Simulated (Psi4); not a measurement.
## C2H5B: property calculation (part 1 of 2)

System: C2H5B (BH2(vinyl)), SMILES [H]B([H])C=C.
Method: HF/def2-SVP, RHF, dispersion D4, ddCOSMO solvent acetone (Psi4 1.11).

The geometry comes from this level: GFN2-xTB.

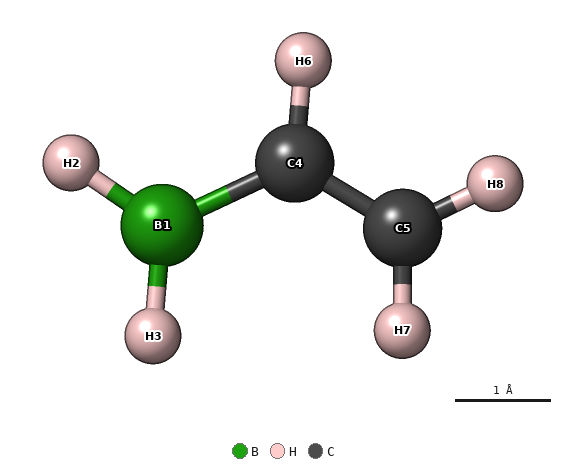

**Figure 1.** The input geometry (ball-and-stick view, seen at a tilt; atoms are numbered from 1 in the order of the input). Bond lengths as drawn: B–C 1.54 Å, B–H 1.17 Å, C–C 1.33 Å and C–H 1.08 to 1.09 Å.

Results in brief:

- outcome: converged
- total energy: −103.230467 hartree
- dispersion energy: −0.014985 hartree
- solvation energy: −0.001571 hartree
- basis functions: 67
- HOMO: −10.64 eV
- LUMO: 1.76 eV
- dipole moment: 1.41 D
- hardware: 1 thread of Intel Xeon @ 2.90GHz (Ice Lake), 12 GiB of memory available, shared host
- wall time: 23 s
- peak memory: 0.29 GiB

Settings chosen away from the usual ones: orbital_optimizer_package set to ooo.

The input (c2h5b.dat):
```
memory 1600 MB

molecule mol {
  0 1
  B
  H 1 1.168855
  H 1 1.169219 2 119.94039
  C 1 1.543203 2 120.34608 3 -179.72471
  C 4 1.334637 1 123.62186 2 179.29816
  H 4 1.085811 5 116.68837 1 179.79765
  H 5 1.078721 4 121.23901 6 179.97159
  H 5 1.08066 7 115.73778 4 179.96374
  symmetry c1
}

set basis def2-SVP
set reference rhf
set scf_type mem_df
set orbital_optimizer_package ooo
set ddx true
set ddx_model cosmo
set ddx_solvent acetone
set ddx_radii_set uff

e_tot, wfn = energy('hf-d4', return_wfn=True)
oeprop(wfn, 'MULLIKEN_CHARGES', 'MBIS_CHARGES', 'WIBERG_LOWDIN_INDICES')
print_variables()
```

Run as:
```bash
psi4 -n 1 c2h5b.dat c2h5b.out
```

Output:
```
Psi4 1.11 release

  PCM or DDX continuum solvation does not make use of molecular symmetry: further calculations in C1 point group.

   => Loading Basis Set <=

    Name: DEF2-SVP
    Role: ORBITAL
    Keyword: BASIS

   => HF-D4(BJ,EEQ)ATM: Empirical Dispersion <=

        a1 =       0.449592
        a2 =       3.357436
       alp =      16.000000
        s6 =       1.000000
        s8 =       1.616798
        s9 =       1.000000
        ga =       3.000000
        gc =       2.000000
        wf =       6.000000

         ---------------------------------------------------------
                                   SCF
                              RHF Reference
                        1 Threads,   1525 MiB Core
         ---------------------------------------------------------

  ==> Geometry <==

    Molecular point group: c1
    Full point group: C1

    Geometry (in Angstrom), charge = 0, multiplicity = 1:

       Center              X                  Y                   Z               Mass
    ------------   -----------------  -----------------  -----------------  -----------------
         B            0.009437092098     0.924726448564     0.992879595377    11.009305360000
         H            0.009437092098     0.924726448564     2.161734595377     1.007825032230
         H            0.009437092098     1.937907479357     0.409323883552     1.007825032230
         C            0.003038348529    -0.407026174315     0.213219729318    12.000000000000
         C           -0.010941364151    -0.483265843337    -1.119164600472    12.000000000000
         H            0.006646875504    -1.347713202059     0.755511553052     1.007825032230
         H           -0.015832719645     0.405588466477    -1.730354494374     1.007825032230
         H           -0.018677639648    -1.421505546826    -1.655329168901     1.007825032230

  Running in c1 symmetry.

  Rotational constants: A =      1.70641  B =      0.33269  C =      0.27841 [cm^-1]
  Rotational constants: A =  51156.98857  B =   9973.77366  C =   8346.55182 [MHz]
  Nuclear repulsion =   58.129023031540640

  Charge       = 0
  Multiplicity = 1
  Electrons    = 22
  Nalpha       = 11
  Nbeta        = 11

  ==> Algorithm <==

  SCF Algorithm Type is MEM_DF.
  DIIS enabled.
  MOM disabled.
  Fractional occupation disabled.
  Guess Type is SAD.
  Energy threshold   = 1.00e-06
  Density threshold  = 1.00e-06
  Integral threshold = 1.00e-12

  ==> Primary Basis <==

  Basis Set: DEF2-SVP
    Blend: DEF2-SVP
    Number of shells: 33
    Number of basis functions: 67
    Number of Cartesian functions: 70
    Spherical Harmonics?: true
    Max angular momentum: 2

   => Loading Basis Set <=

    Name: (DEF2-SVP AUX)
    Role: JKFIT
    Keyword: DF_BASIS_SCF

  +----------------------------------------------------------------+
  |                                                                |
  |                        888      888 Y8b    d8Y                 |
  |                        888      888  Y8b  d8Y                  |
  |                        888      888   Y8888Y                   |
  |                    .d88888  .d88888    Y88Y                    |
  |                   d88  888 d88  888    d88b                    |
  |                   888  888 888  888   d8888b                   |
  |                   Y88b 888 Y88b 888  d8Y  Y8b                  |
  |                     Y88888   Y88888 d8Y    Y8b                 |
  |                                                                |
  |                              |
  |                         Version: 0.7.0                         |
  |                                                                |
  +----------------------------------------------------------------+
    enable_fmm              = True
    eta                     = 0.1
    fmm_local_lmax          = 6
    fmm_multipole_lmax      = 9
    incore                  = False
    jacobi_n_diis           = 20
    lmax                    = 9
    logfile                 =
    maxiter                 = 100
    n_lebedev               = 302
    n_proc                  = 1
    shift                   = -1.0
    solvent_kappa           = 0.0
    solvent_epsilon         = 20.493
    solvent_epsilon_optical = 1.841
    tol                     = 1e-08

    DDX numerical integration setup:

    dft_block_scheme     = ATOMIC
    dft_nuclear_scheme   = BECKE
    dft_pruning_scheme   = ROBUST
    dft_radial_points    = 35
    dft_radial_scheme    = BECKE
    dft_spherical_points = 110

    Cavity sphere setup (in Angstrom):

    Charge       X            Y            Z          Radius
    ------   ----------   ----------   ----------   ----------
      5.00     0.009437     0.924726     0.992880     2.245650
      1.00     0.009437     0.924726     2.161735     1.587300
      1.00     0.009437     1.937907     0.409324     1.587300
      6.00     0.003038    -0.407026     0.213220     2.118050
      6.00    -0.010941    -0.483266    -1.119165     2.118050
      1.00     0.006647    -1.347713     0.755512     1.587300
      1.00    -0.015833     0.405588    -1.730354     1.587300
      1.00    -0.018678    -1.421506    -1.655329     1.587300

    Cavity sphere setup (in Bohr):

    Charge       X            Y            Z          Radius
    ------   ----------   ----------   ----------   ----------
      5.00     0.017834     1.747480     1.876271     4.243663
      1.00     0.017834     1.747480     4.085086     2.999562
      1.00     0.017834     3.662114     0.773510     2.999562
      6.00     0.005742    -0.769168     0.402927     4.002534
      6.00    -0.020676    -0.913240    -2.114915     4.002534
      1.00     0.012561    -2.546809     1.427710     2.999562
      1.00    -0.029920     0.766451    -3.269896     2.999562
      1.00    -0.035296    -2.686256    -3.128119     2.999562

  ==> Integral Setup <==

  DFHelper Memory: AOs need 0.012 GiB; user supplied 1.118 GiB.
  SCF_SUBTYPE=INCORE selected. In-core MEM_DF algorithm will be used.
  Using in-core AOs.

  ==> MemDFJK: Density-Fitted J/K Matrices <==

    J tasked:                   Yes
    K tasked:                   Yes
    wK tasked:                   No
    Memory [MiB]:              1144
    Algorithm:                 Core
    Schwarz Cutoff:           1E-12
    Mask sparsity (%):       0.2673
    Fitting Condition:        1E-10

   => Auxiliary Basis Set <=

  Basis Set: (DEF2-SVP AUX)
    Blend: DEF2-UNIVERSAL-JKFIT
    Number of shells: 105
    Number of basis functions: 315
    Number of Cartesian functions: 367
    Spherical Harmonics?: true
    Max angular momentum: 4

  Minimum eigenvalue in the overlap matrix is 3.0657972011E-03.
  Reciprocal condition number of the overlap matrix is 5.5835255811E-04.
    Using symmetric orthogonalization.

  ==> Pre-Iterations <==

  SCF Guess: Superposition of Atomic Densities via on-the-fly atomic UHF (no occupation information).

   -------------------------
    Irrep   Nso     Nmo
   -------------------------
     A         67      67
   -------------------------
    Total      67      67
   -------------------------

  ==> Iterations <==

                           Total Energy        Delta E     RMS |[F,P]|

    Note: OpenOrbitalOptimizer not compatible with at least one of the following. Falling back to orbital_optimizer_package=internal
          reference='RHF', soscf=0, mom=False, frac=False, efp=False,
          pcm=0, ddx=1, pe=0, autograc=False, level_shift=False,
          guess_mix=0
   @DF-RHF iter SAD:  -102.30048946747830   -1.02300e+02   0.00000e+00
   @DF-RHF iter   1:  -103.17294942930454   -8.72460e-01   4.27358e-03 ADIIS/DIIS
   @DF-RHF iter   2:  -103.22281933332027   -4.98699e-02   1.65660e-03 ADIIS/DIIS
   @DF-RHF iter   3:  -103.22983847593514   -7.01914e-03   3.79491e-04 ADIIS/DIIS
   @DF-RHF iter   4:  -103.23043180984283   -5.93334e-04   9.18525e-05 DIIS
   @DF-RHF iter   5:  -103.23046036047874   -2.85506e-05   2.25026e-05 DIIS
   @DF-RHF iter   6:  -103.23046584974205   -5.48926e-06   1.28225e-05 DIIS
   @DF-RHF iter   7:  -103.23046708627531   -1.23653e-06   5.00159e-06 DIIS
   @DF-RHF iter   8:  -103.23046736862332   -2.82348e-07   8.78578e-07 DIIS
  Energy and wave function converged.

  ==> Post-Iterations <==

    Orbital Energies [Eh]
    ---------------------

    Doubly Occupied:

       1A    -11.257266     2A    -11.213188     3A     -7.599815
       4A     -1.032412     5A     -0.796700     6A     -0.685857
       7A     -0.627742     8A     -0.565224     9A     -0.484048
      10A     -0.469398    11A     -0.391119

    Virtual:

      12A      0.064665    13A      0.204927    14A      0.208349
      15A      0.234531    16A      0.252871    17A      0.277415
      18A      0.317722    19A      0.326942    20A      0.356714
      21A      0.405437    22A      0.527545    23A      0.534544
      24A      0.600882    25A      0.643395    26A      0.716393
      27A      0.726691    28A      0.817338    29A      0.842915
      30A      0.884244    31A      0.886772    32A      0.911742
      33A      0.915304    34A      0.954949    35A      1.045353
      36A      1.100873    37A      1.167215    38A      1.240736
      39A      1.315672    40A      1.451464    41A      1.527066
      42A      1.612728    43A      1.645728    44A      1.687641
      45A      1.868038    46A      1.882827    47A      1.940068
      48A      2.010906    49A      2.016300    50A      2.119751
      51A      2.125590    52A      2.131812    53A      2.195816
      54A      2.239311    55A      2.369048    56A      2.457458
      57A      2.477311    58A      2.661630    59A      2.679589
      60A      2.805010    61A      2.817599    62A      2.917084
      63A      2.997286    64A      3.141078    65A      3.208175
      66A      3.430521    67A      3.669030

    Final Occupation by Irrep:
              A
    DOCC [    11 ]
    NA   [    11 ]
    NB   [    11 ]

  @DF-RHF Final Energy:  -103.23046736862332

   => Energetics <=

    Nuclear Repulsion Energy =             58.1290230315406404
    One-Electron Energy =                -252.4594460905574351
    Two-Electron Energy =                  91.1165118550445072
    DD Solvation Energy =                 -0.0015712816141780
    Total Energy =                       -103.2304673686233230

Computation Completed
```
